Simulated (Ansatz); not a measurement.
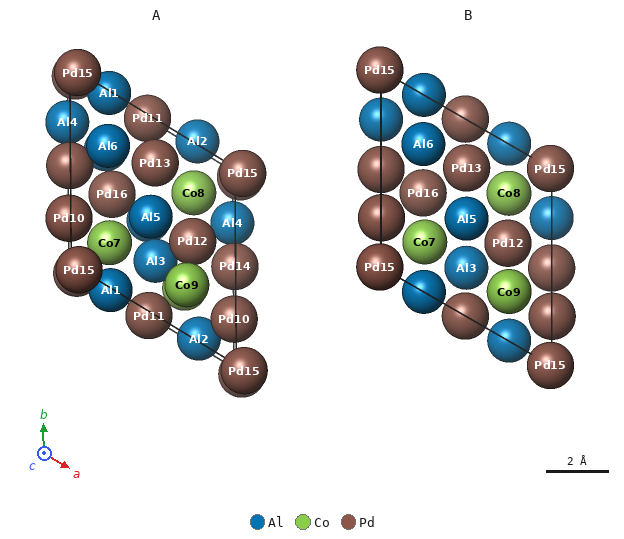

Two geometries of a crystal of Al6Co3Pd7 (a generated structure, set up in P1) (coarse preliminary run), drawn at one scale. One is the start of a relaxation, the other its converged end. The picture is a spheres-only view of the cell of the calculation, seen along the c axis.

Theory: DFT PBE, scalar-relativistic, plane waves, PAW in Ansatz 0.2.0. Settings: plane-wave cutoff 420 eV; k-point mesh 3 × 3 × 3; occupations gaussian; smearing width 0.1 eV; collinear spin; cell and atoms relaxed; force threshold 0.04 eV/Å; at most 50 steps.

> Which one is relaxed?

Structure A is the relaxed one. Case: elements placed on the fcc lattice with unlike neighbours. After 4 accepted moves (5 points after the start) the energy has fallen by 1.840 eV per cell of the calculation. Largest force component: 1.3 eV/Å at the start, 0.028 eV/Å at the end. The pressure goes from −6.81 to −0.10 GPa. The SCF was repeated once at an unchanged geometry on a basis and grid sized afresh for the cell, which shifted the energy by 5.4 meV per cell of the calculation at most. Pd15 moves most relative to the cell: 0.36 Å along [2 0 1]. By element the largest moves are Pd 0.36 Å, Co 0.34 Å, Al 0.31 Å. The volume changes by −5.3 %, with a 6.769 → 6.638 Å (−1.9 %), b 6.769 → 6.721 Å (−0.7 %), c 6.769 → 6.565 Å (−3.0 %), α 109.5° → 107.1°, β 109.5° → 109.1°, γ 109.5° → 111.8°. Some distances before and after: Co9–Pd15 2.745 → 3.345 Å, Al3–Al6 2.754 → 3.193 Å, Co8–Pd15 2.733 → 3.112 Å, Co8–Pd13 2.758 → 3.116 Å. The space group stays P1 (No. 1). The program noted that the starting moments weren't kept. The run may lie on a higher electronic state than the lowest, so the end point isn't shown to be the ground-state structure.
